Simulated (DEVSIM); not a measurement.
Device: abrupt GaAs n-p junction, at 300 K.

| layer (left to right) | material | thickness (μm) | Nd (cm⁻³) | Na (cm⁻³) | τn (s) | τp (s) |
|---|---|---|---|---|---|---|
| 1 | GaAs | 8.80 | 6.1e15 | - | 2.9e-8 | 2.9e-8 |
| 2 | GaAs | 2.10 | - | 1.6e15 | 8.7e-9 | 2.9e-8 |

Left contact: ohmic. Right contact: ohmic. Voltage is applied to the left contact. Recombination: SRH at mid-gap. Mobility is μmin + (μ − μmin)/(1 + (N/Nref)^α).

Constants are typed, rounded textbook-type inputs, not results; the design itself was drawn at random and stands for no fabricated device. Values at 300 K.

```csv
parameter,GaAs
gap (eV),1.424
affinity (eV),4.07
permittivity,12.9
Nc (cm⁻³),4.7e17
Nv (cm⁻³),9e18
μn (cm²/Vs),8500
μp (cm²/Vs),400
"μn,min",500
"μp,min",20
"Nref,n",6e16
"Nref,p",1.5e17
αn,0.39
αp,0.38
```

Simulated with DEVSIM: 1D drift-diffusion, Boltzmann statistics, complete ionisation; no tunnelling, impact ionisation, image-force lowering or self-heating.

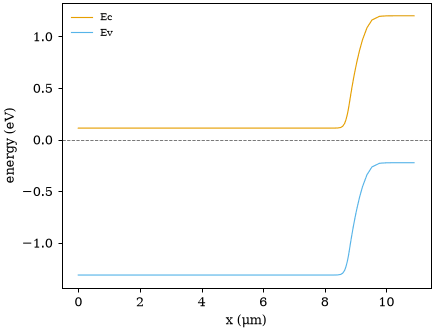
Figure: Band edges at zero bias

Energies count from the Fermi level of the right contact; mesh points crowd at the junctions.

```json
[
 {"x (μm)": "0.000", "Ec (eV)": "0.112", "Ev (eV)": "-1.312", "n (cm⁻³)": "6.1e15", "p (cm⁻³)": "< 1e2", "field (V/cm)": "≈ 0"},
 {"x (μm)": "0.02806", "Ec (eV)": "0.112", "Ev (eV)": "-1.312", "n (cm⁻³)": "6.1e15", "p (cm⁻³)": "< 1e2", "field (V/cm)": "≈ 0"},
 {"x (μm)": "0.09342", "Ec (eV)": "0.112", "Ev (eV)": "-1.312", "n (cm⁻³)": "6.1e15", "p (cm⁻³)": "< 1e2", "field (V/cm)": "≈ 0"},
 {"x (μm)": "0.2301", "Ec (eV)": "0.112", "Ev (eV)": "-1.312", "n (cm⁻³)": "6.1e15", "p (cm⁻³)": "< 1e2", "field (V/cm)": "≈ 0"},
 {"x (μm)": "0.7064", "Ec (eV)": "0.112", "Ev (eV)": "-1.312", "n (cm⁻³)": "6.1e15", "p (cm⁻³)": "< 1e2", "field (V/cm)": "≈ 0"},
 {"x (μm)": "1.621", "Ec (eV)": "0.112", "Ev (eV)": "-1.312", "n (cm⁻³)": "6.1e15", "p (cm⁻³)": "< 1e2", "field (V/cm)": "≈ 0"},
 {"x (μm)": "3.534", "Ec (eV)": "0.112", "Ev (eV)": "-1.312", "n (cm⁻³)": "6.1e15", "p (cm⁻³)": "< 1e2", "field (V/cm)": "≈ 0"},
 {"x (μm)": "6.860", "Ec (eV)": "0.112", "Ev (eV)": "-1.312", "n (cm⁻³)": "6.1e15", "p (cm⁻³)": "< 1e2", "field (V/cm)": "≈ 0"},
 {"x (μm)": "7.952", "Ec (eV)": "0.112", "Ev (eV)": "-1.312", "n (cm⁻³)": "6.1e15", "p (cm⁻³)": "< 1e2", "field (V/cm)": "≈ 0"},
 {"x (μm)": "8.421", "Ec (eV)": "0.113", "Ev (eV)": "-1.311", "n (cm⁻³)": "5.9e15", "p (cm⁻³)": "< 1e2", "field (V/cm)": "190"},
 {"x (μm)": "8.645", "Ec (eV)": "0.158", "Ev (eV)": "-1.266", "n (cm⁻³)": "1.1e15", "p (cm⁻³)": "< 1e2", "field (V/cm)": "6400"},
 {"x (μm)": "8.762", "Ec (eV)": "0.287", "Ev (eV)": "-1.137", "n (cm⁻³)": "7.2e12", "p (cm⁻³)": "< 1e2", "field (V/cm)": "16000"},
 {"x (μm)": "8.795", "Ec (eV)": "0.345", "Ev (eV)": "-1.079", "n (cm⁻³)": "7.5e11", "p (cm⁻³)": "< 1e2", "field (V/cm)": "19000"},
 {"x (μm)": "8.820", "Ec (eV)": "0.392", "Ev (eV)": "-1.032", "n (cm⁻³)": "1.2e11", "p (cm⁻³)": "< 1e2", "field (V/cm)": "19000"},
 {"x (μm)": "8.902", "Ec (eV)": "0.537", "Ev (eV)": "-0.887", "n (cm⁻³)": "4.4e8", "p (cm⁻³)": "11000", "field (V/cm)": "17000"},
 {"x (μm)": "9.044", "Ec (eV)": "0.756", "Ev (eV)": "-0.668", "n (cm⁻³)": "94000", "p (cm⁻³)": "5.4e7", "field (V/cm)": "14000"},
 {"x (μm)": "9.372", "Ec (eV)": "1.085", "Ev (eV)": "-0.339", "n (cm⁻³)": "< 1e2", "p (cm⁻³)": "1.8e13", "field (V/cm)": "6400"},
 {"x (μm)": "10.01", "Ec (eV)": "1.200", "Ev (eV)": "-0.224", "n (cm⁻³)": "< 1e2", "p (cm⁻³)": "1.6e15", "field (V/cm)": "60"},
 {"x (μm)": "10.60", "Ec (eV)": "1.201", "Ev (eV)": "-0.223", "n (cm⁻³)": "< 1e2", "p (cm⁻³)": "1.6e15", "field (V/cm)": "≈ 0"},
 {"x (μm)": "10.78", "Ec (eV)": "1.201", "Ev (eV)": "-0.223", "n (cm⁻³)": "< 1e2", "p (cm⁻³)": "1.6e15", "field (V/cm)": "≈ 0"},
 {"x (μm)": "10.86", "Ec (eV)": "1.201", "Ev (eV)": "-0.223", "n (cm⁻³)": "< 1e2", "p (cm⁻³)": "1.6e15", "field (V/cm)": "≈ 0"},
 {"x (μm)": "10.90", "Ec (eV)": "1.201", "Ev (eV)": "-0.223", "n (cm⁻³)": "< 1e2", "p (cm⁻³)": "1.6e15", "field (V/cm)": "≈ 0"}
]
```
